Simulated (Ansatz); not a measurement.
Relaxed LiCl (rock salt):

```
LiCl
1.0
    0.00000     2.55614     2.55614
    2.55614     0.00000     2.55614
    2.55614     2.55614     0.00000
Cl Li
1 1
Direct
  0.00000   0.00000   0.00000
  0.50000   0.50000   0.50000
```

The atoms are displaced by Q × the pattern below (from a DFPT mode at Γ, largest move 1; Q in Å), at fixed cell. It is one choice among 3 degenerate patterns.

```json
[
 {"atom": "Cl1", "x": "0.000", "y": "0.000", "z": "0.196"},
 {"atom": "Li2", "x": "0.000", "y": "0.000", "z": "-1.000"}
]
```

Level of theory: r2SCAN (plane waves to 500 eV, PAW, scalar-relativistic; Ansatz, a program for electronic structure). k mesh 11×11×11 (Γ-centred), Fermi-Dirac smearing 0.05 eV. Energies are smeared free energies. LiCl was relaxed with its symmetry unable to fall. The zero of ΔE is the undisplaced structure.

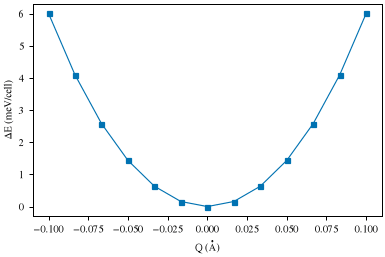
*ΔE (meV/cell) against Q (Å); computed points joined by lines.*

Q: What is the energy change at Q = 0.100 Å?

A: About 6.0 meV/cell.

Q: What harmonic wavenumber does the curvature at Q = 0 give?

A: About 190 cm⁻¹.

(For displaced atoms, the force is minus the slope of the energy, and its curvature is a force constant, which sets phonon frequencies.)
